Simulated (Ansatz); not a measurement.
# BGeHCl+ (triplet): one geometry, many settings

Aim: run BGeHCl+ (triplet) at one geometry under a spread of methods and options, and see what each costs and gives.

Program: Ansatz 0.2.0, Gaussian basis. Level of theory: the settings change from run to run. These are calculated values, not measurements.

35 further runs of the same task are left out: 24 that didn't finish, 11 set aside as unsound or not needed.

### Step 1. The system

The geometry is a PBE0/def2-TZVP stationary point (not a proven minimum) of the parent state, kept for this charge and spin. No spin-orbit coupling is included. The filled d shell of Ge may be among the frozen orbitals whatever the setting's name suggests; the logs give the count.

4 atoms, charge 1, spin multiplicity 3.

Atoms are counted from 1 here; the program's logs count them from 0.

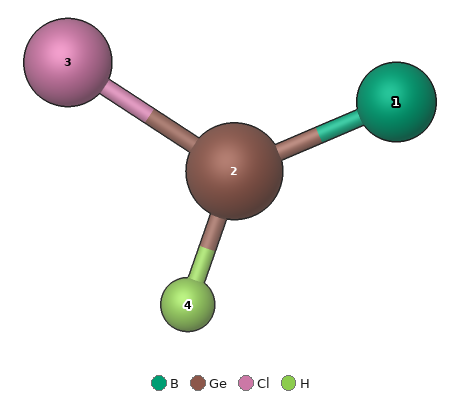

The geometry (boron teal, germanium brown, chlorine pink, hydrogen green); atoms are numbered from 1 in the order of the file.

### Step 2. CASCI(6,6)/STO-3G

The input, in.yaml:

```yaml
crystal:
  periodic: [false, false, false]
  atoms:
    - {symbol: B, position_ang: [0.000000, -1.105561, 1.857168]}
    - {symbol: Ge, position_ang: [0.000000, 0.237547, 0.500263]}
    - {symbol: Cl, position_ang: [0.000000, -0.199904, -1.607211]}
    - {symbol: H, position_ang: [0.000000, 1.769935, 0.559060]}
basis:
  gaussian: {orbitals: STO-3G}
total_charge: 1
magnetization: {spin_polarized: false, initial_magnetization: 2}
correlation: {active_space: {window: {electrons: 6, orbitals: 6}, fixed_orbitals: true, states: [{multiplicity: 3, weights: [1, 0.5, 1, 1]}], root: 2}}
output: {forces: true}
```

The run is started by

```bash
ansatz run in.yaml --threads 1 --pin off --events-out ev --progress --plain --max-ram 2393MiB
```

The program printed:

```text
Functional definition: HF
  name "HF"
  cite "Fock, Z. Phys. 61, 126 (1930) doi:10.1007/BF01340294"
  parent pbe
  exchange = exact_x
  correlation = 0
503 factors; integrals over basis functions are off by at most 4.2e-8 eV
mean field evaluation 1: about -68866.5528 eV, gradient 1.8e1 eV
mean field evaluation 2: about -68866.5725 eV, gradient 1.8e1 eV
mean field evaluation 4: about -68869.9375 eV, gradient 8.5e0 eV
mean field evaluation 8: about -68871.1695 eV, gradient 8.5e-1 eV
mean field evaluation 16: about -68871.1083 eV, gradient 7.3e-1 eV
mean field -68871.18410667 eV, -2530.9693333549 hartree, gradient 8.6e-6 eV, S^2 2.000000; 2 other end points of the search recorded, 0 dependent functions left out
reference -68871.18410667 eV, -2530.9693333549 hartree; 28, 26 occupied and 5, 7 virtual orbitals, 503 factors
state -68871.22699857 eV, -2530.9709096030 hartree
state -68869.49872521 eV, -2530.9073967287 hartree
state -68866.73690627 eV, -2530.8059017545 hartree
state -68866.05081482 eV, -2530.7806883588 hartree
the calculation of the forces begins
Total energy: -68866.73690627 eV, -2530.8059017545 hartree
Atom 0 at     0.000000    -1.105561     1.857168 Å, force     0.000000     2.958296    -3.381087 eV/Å
Atom 1 at     0.000000     0.237547     0.500263 Å, force    -0.000000    -1.383473    -0.666271 eV/Å
Atom 2 at     0.000000    -0.199904    -1.607211 Å, force     0.000000     0.025085     3.490689 eV/Å
Atom 3 at     0.000000     1.769935     0.559060 Å, force     0.000000    -1.599907     0.556669 eV/Å
Dipole moment:     0.000000    -0.322739     1.279555 e Å
```

It took 3.6 s on 1 thread of Intel Xeon at 2.50GHz, shared host.

From the report: 200 determinants; active occupations (of the averaged states) 1.99, 1.68, 1.04, 0.75, 0.43, 0.12.

### Step 3. CCSD(T) on ROHF/STO-3G

Changes to in.yaml since step 2:

```diff
@@ -11,3 +11,2 @@
 magnetization: {spin_polarized: false, initial_magnetization: 2}
-correlation: {active_space: {window: {electrons: 6, orbitals: 6}, fixed_orbitals: true, states: [{multiplicity: 3, weights: [1, 0.5, 1, 1]}], root: 2}}
-output: {forces: true}
+correlation: {method: ccsd_t, electrons: outside_noble_gas}
```

Same command.

The program printed, shortened:

```text
Functional definition: HF
  name "HF"
  cite "Fock, Z. Phys. 61, 126 (1930) doi:10.1007/BF01340294"
  parent pbe
[...]
351 factors; integrals over basis functions are off by at most 4.7e-5 eV
[...]
mean field -68871.18395523 eV, -2530.9693277896 hartree, gradient 7.7e-6 eV, S^2 2.000000; 4 other end points of the search recorded, 0 dependent functions left out
[...]
determinant -68871.18395523 eV, -2530.9693277896 hartree, with singles and doubles -68873.20912060 eV, -2531.0437512443 hartree
determinant -68870.33915358 eV, -2530.9382819016 hartree, with singles and doubles -68872.11938282 eV, -2531.0037041193 hartree
determinant -68868.00599927 eV, -2530.8525400620 hartree, with singles and doubles -68870.45699300 eV, -2530.9426124202 hartree
20 core orbitals not correlated, not the lowest: weight in the atoms' cores, before any rotation towards them, 0.900 or more for the frozen orbitals, at most 0.102 for the correlated occupied ones
reference -68871.18395523 eV, -2530.9693277896 hartree; 8, 6 occupied and 5, 7 virtual orbitals, 351 factors
second order -1.34517922 eV of doubles, -0.00181301 eV of singles
cycle   1  -2.02589563 eV  change   -7.3e-4 eV  update   1.5e-3
[...]
cycle   7  -2.02702553 eV  change   -8.2e-6 eV  update   1.2e-5
perturbative correction -0.06694604 eV, -0.0024602216 hartree
Total energy: -68873.27792680 eV, -2531.0462798255 hartree
```

Wall time 6 s (1 thread of Intel Xeon at 2.50GHz, shared host).

From the report: correlation -2.0940 eV; T1 0.026; largest double amplitude 0.05.

### Step 4. CCSD/cc-pVDZ

Changes to in.yaml since step 3:

```diff
@@ -8,5 +8,7 @@
 basis:
-  gaussian: {orbitals: STO-3G}
+  gaussian: {orbitals: cc-pVDZ}
 total_charge: 1
-magnetization: {spin_polarized: false, initial_magnetization: 2}
-correlation: {method: ccsd_t, electrons: outside_noble_gas}
+magnetization: {spin_polarized: true, initial_magnetization: 2}
+hamiltonian: {xc: {name: PBE}}
+correlation: {method: ccsd, electrons: outside_noble_gas}
+scf: {omitted_lower_state_checks: [cluster_reference]}
```

Launched as before.

The program printed, shortened:

```text
Functional definition: PBE
  name "PBE"
  cite "Perdew, Burke & Ernzerhof, Phys. Rev. Lett. 77, 3865 (1996) doi:10.1103/PhysRevLett.77.3865"
  parent pbe
[...]
698 factors; integrals over basis functions are off by at most 9.7e-4 eV
[...]
mean field -69705.74547323 eV, -2561.6388978899 hartree, gradient 6.0e-6 eV, S^2 2.002061; 6 other end points of the search recorded, 0 dependent functions left out
20 core orbitals not correlated: weight in the atoms' cores, before any rotation towards them, 0.998 or more for the frozen orbitals, at most 0.001 for the correlated occupied ones
reference -69652.40453541 eV, -2559.6786545809 hartree; 8, 6 occupied and 36, 38 virtual orbitals, 698 factors
second order -7.03513248 eV of doubles, -0.56969170 eV of singles
cycle   1  -7.79165757 eV  change   -2.0e-1 eV  update   1.0e-1
[...]
cycle  14  -8.15119527 eV  change   -1.5e-6 eV  update   7.0e-6
Total energy: -69660.55573068 eV, -2559.9782054821 hartree
Checks for a lower state left out: cluster_reference
```

Wall time 23 s (1 thread of Intel Xeon at 2.50GHz, shared host).

From the report: ⟨S²⟩ of the determinant 2.002 (pure triplet: 2.00); correlation -8.1512 eV; T1 0.030; largest double amplitude 0.04. The orbitals are Kohn-Sham ones, so correlation energy and T1 don't compare with those on Hartree-Fock orbitals.

### Step 5. BCCD(T) on ROHF/def2-SVP

The input, in.yaml:

```yaml
crystal:
  periodic: [false, false, false]
  atoms:
    - {symbol: B, position_ang: [0.000000, -1.105561, 1.857168]}
    - {symbol: Ge, position_ang: [0.000000, 0.237547, 0.500263]}
    - {symbol: Cl, position_ang: [0.000000, -0.199904, -1.607211]}
    - {symbol: H, position_ang: [0.000000, 1.769935, 0.559060]}
basis:
  gaussian: {orbitals: def2-SVP}
total_charge: 1
magnetization: {spin_polarized: false, initial_magnetization: 2}
correlation: {method: bccd_t, electrons: outside_noble_gas, diis_vectors: 1}
output: {forces: true}
```

The command is unchanged.

The program printed, shortened:

```text
Functional definition: HF
  name "HF"
  cite "Fock, Z. Phys. 61, 126 (1930) doi:10.1007/BF01340294"
  parent pbe
[...]
669 factors; integrals over basis functions are off by at most 1.5e-3 eV
[...]
mean field -69642.56096848 eV, -2559.3169101682 hartree, gradient 1.4e-6 eV, S^2 2.000000; 8 other end points of the search recorded, 0 dependent functions left out
[...]
determinant -69642.56096848 eV, -2559.3169101682 hartree, with singles and doubles -69649.94389746 eV, -2559.5882278041 hartree
determinant -69641.90916799 eV, -2559.2929569422 hartree, with singles and doubles -69649.19042362 eV, -2559.5605381513 hartree
determinant -69639.91927848 eV, -2559.2198298514 hartree, with singles and doubles -69647.75515296 eV, -2559.5077929272 hartree
20 core orbitals not correlated: weight in the atoms' cores, before any rotation towards them, 0.999 or more for the frozen orbitals, at most 0.001 for the correlated occupied ones
reference -69642.56096848 eV, -2559.3169101682 hartree; 8, 6 occupied and 41, 43 virtual orbitals, 669 factors
second order -6.36944149 eV of doubles, -0.02600454 eV of singles
cycle   1  -7.37213061 eV  change    1.1e-2 eV  update   1.1e-2
[...]
cycle  29  -7.37176972 eV  change   -8.5e-8 eV  update   3.4e-7
perturbative correction -0.25132930 eV, -0.0092361813 hartree
[...]
Total energy: -69650.18406749 eV, -2559.5970538899 hartree
Atom 0 at     0.000000    -1.105561     1.857168 Å, force     0.000000    -1.419271     1.361759 eV/Å
Atom 1 at     0.000000     0.237547     0.500263 Å, force    -0.000000     1.757711    -2.956320 eV/Å
Atom 2 at     0.000000    -0.199904    -1.607211 Å, force    -0.000000    -0.192248     1.088287 eV/Å
Atom 3 at     0.000000     1.769935     0.559060 Å, force    -0.000000    -0.146192     0.506274 eV/Å
Dipole moment:     0.000000    -0.092566     0.886524 e Å
```

Run time: 78 s. Hardware: 1 thread of Intel Xeon at 2.50GHz, shared host; peak memory 0.36 GiB.

From the report: correlation -7.6231 eV; largest double amplitude 0.03.

### Step 6. BCCD/cc-pVDZ

Changes to in.yaml since step 5:

```diff
@@ -8,6 +8,7 @@
 basis:
-  gaussian: {orbitals: def2-SVP}
+  gaussian: {orbitals: cc-pVDZ}
 total_charge: 1
 magnetization: {spin_polarized: false, initial_magnetization: 2}
-correlation: {method: bccd_t, electrons: outside_noble_gas, diis_vectors: 1}
+hamiltonian: {xc: {name: B3LYP}}
+correlation: {method: bccd, electrons: outside_noble_gas, diis_vectors: 4}
 output: {forces: true}
```

Launched as before.

The program printed, shortened:

```text
Functional definition: B3LYP
  name "B3LYP"
  cite "Stephens, Devlin, Chabalowski & Frisch, J. Phys. Chem. 98, 11623 (1994) doi:10.1021/j100096a001"
  cite "Becke, Phys. Rev. A 38, 3098 (1988) doi:10.1103/PhysRevA.38.3098"
  cite "Lee, Yang & Parr, Phys. Rev. B 37, 785 (1988) doi:10.1103/PhysRevB.37.785"
  cite "Vosko, Wilk & Nusair, Can. J. Phys. 58, 1200 (1980) doi:10.1139/p80-159"
[...]
698 factors; integrals over basis functions are off by at most 9.7e-4 eV
[...]
mean field -69722.15823696 eV, -2562.2420558320 hartree, gradient 7.8e-6 eV, S^2 2.000000; 3 other end points of the search recorded, 0 dependent functions left out
[...]
20 core orbitals not correlated: weight in the atoms' cores, before any rotation towards them, 0.999 or more for the frozen orbitals, at most 0.001 for the correlated occupied ones
reference -69652.76728507 eV, -2559.6919853848 hartree; 8, 6 occupied and 36, 38 virtual orbitals, 698 factors
second order -6.89189864 eV of doubles, -0.41007911 eV of singles
cycle   1  -7.64770956 eV  change   -3.5e-1 eV  update   9.3e-2
[...]
cycle  22  -7.94393415 eV  change   -5.4e-9 eV  update   2.8e-7
[...]
Total energy: -69660.71121922 eV, -2559.9839195804 hartree
Atom 0 at     0.000000    -1.105561     1.857168 Å, force    -0.000000    -1.517636     1.464686 eV/Å
Atom 1 at     0.000000     0.237547     0.500263 Å, force    -0.000000     1.830497    -3.091528 eV/Å
Atom 2 at     0.000000    -0.199904    -1.607211 Å, force     0.000000    -0.194224     1.108041 eV/Å
Atom 3 at     0.000000     1.769935     0.559060 Å, force     0.000000    -0.118637     0.518800 eV/Å
Dipole moment:    -0.000000    -0.088840     0.948738 e Å
```

Wall time 51 s (1 thread of Intel Xeon at 2.50GHz, shared host); peak memory 0.28 GiB.

From the report: correlation -7.9439 eV; largest double amplitude 0.04.

### Step 7. The runs in one table

Where basis and cores are those of an earlier UCCSDT(Q)/cc-pVDZ run (-69661.2566 eV), and the state is the same kind, the miss against it is given.

| level | correlated | functions | energy (eV) | from UCCSDT(Q) (meV) | time |
| --- | --- | --- | --- | --- | --- |
| CASCI(6,6)/STO-3G (excited root 2 of an average) |  | 33 | -68866.7369 |  | 3.6 s |
| CCSD(T) on ROHF/STO-3G | outside noble gas | 33 | -68873.2779 |  | 6 s |
| CCSD/cc-pVDZ (on PBE orbitals) | outside noble gas | 64 | -69660.5557 | 700.9 | 23 s |
| BCCD(T) on ROHF/def2-SVP | outside noble gas | 69 | -69650.1841 |  | 78 s |
| BCCD/cc-pVDZ (on B3LYP orbitals) | outside noble gas | 64 | -69660.7112 | 545.4 | 51 s |

### Step 8. Results

```
quantity                                                    value
    runs                                                        5
quickest  CASCI(6,6)/STO-3G (excited root 2 of an average), 3.6 s
 slowest                           BCCD(T) on ROHF/def2-SVP, 78 s
```

Total energies in different bases, with other cores or another treatment of relativity can't be set against each other. BCCD(T) on ROHF/def2-SVP took 22 times as long as CASCI(6,6)/STO-3G (excited root 2 of an average); the jobs differ in more than the method. Among the correlated runs with a miss given, it spans +545 to +701 meV. Cores frozen from Kohn-Sham orbitals shift the total energy.
